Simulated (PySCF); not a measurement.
C$_{3}$H$_{12}$FPSi$_{3}$

The calculation's input:

```
{"job": {"kind": "nmr", "xc": "PBE0", "basis": "pcSseg-1"}, "charge": 0, "multiplicity": 1}
F     -3.327645    -2.341446    -1.718508
Si    -2.236517    -1.900418    -0.613815
C     -2.086830    -0.019236    -0.670989
Si    -0.897221     0.720793     0.621545
P     -0.480983     2.849563     0.024745
C      0.762334    -0.173095     0.571485
C      1.891473     0.376960     0.133414
Si     3.562583    -0.481100     0.007270
H     -1.015570    -2.577448    -1.022300
H     -2.787374    -2.380456     0.644454
H     -3.073815     0.424960    -0.538626
H     -1.752772     0.282749    -1.665069
H     -1.491647     0.574647     1.965380
H     -1.729258     3.322874     0.386293
H      0.070896     3.205914     1.242570
H      0.777892    -1.204368     0.902621
H      1.846335     1.414881    -0.191402
H      4.548696     0.278542     0.779873
H      3.967970    -0.522904    -1.399822
H      3.446308    -1.840734     0.537844
```

Launched as:

```sh
OMP_NUM_THREADS=1 python probes_run.py task.json out
```

Geometry: GFN2-xTB.

Theory: PySCF 2.14.0, PBE0/pcSseg-1, SCF density, gas phase, non-relativistic.

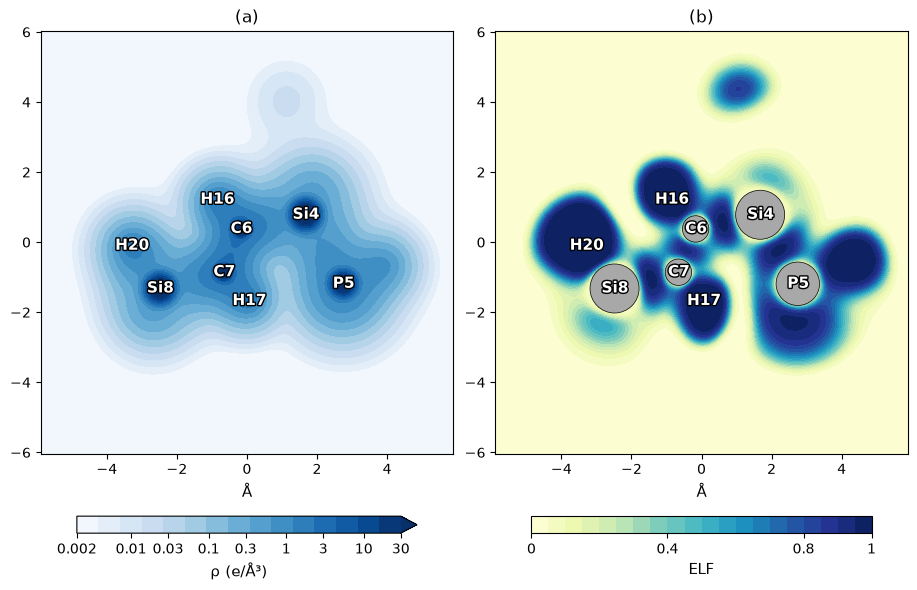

Figure 1. (a) electron density; (b) electron localisation function on the plane of atoms Si4, C6 and H16. Grey discs cover the atomic cores in the ELF map.

> What does the map show?

The section cuts through Si, P, C and H sites. C–C (1.33 Å): ρ at the midpoint is about 2.3 e/Å³; the ELF peaks at about 0.90 between the atoms: a multiple bond. C–Si (1.88 Å): ρ is about 0.93 e/Å³ halfway; the ELF peaks at about 0.95 between the atoms: a covalent bond. Si–P (2.25 Å): ρ is about 0.74 e/Å³ halfway; the ELF peaks at about 0.95 between the atoms: a covalent bond. C–H (1.08 Å): ρ is about 2 e/Å³ halfway; the ELF climbs to about 1 towards the hydrogen, as it does in any bond to H (a covalent bond by its length). Si–H (1.46 Å): ρ at the midpoint is about 0.81 e/Å³; the ELF climbs to about 1 towards the hydrogen. The ELF also peaks beside P5, away from the bonds: lone-pair regions.

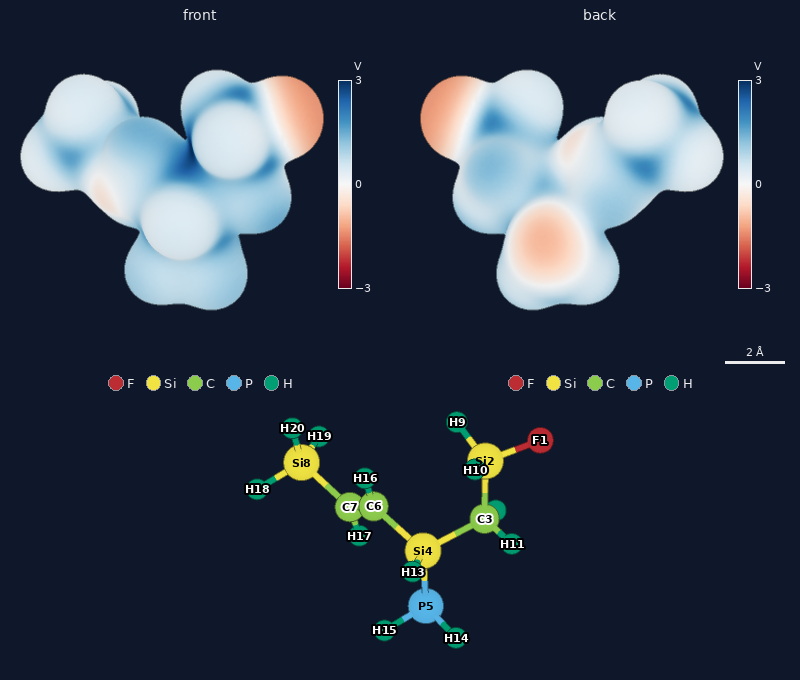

Figure 2. The molecular electrostatic potential painted on the density surface at 0.004 e/bohr³, seen from the front and from behind; red is negative and blue positive. The bare structure is drawn below in the same view.

> Which sites attract a positive test charge, and which a negative one?

A positive charge is drawn to the negative regions and a negative charge to the positive ones. The most negative region (about −1.3 V) lies over F1, the most positive (about +2.8 V) over Si2.
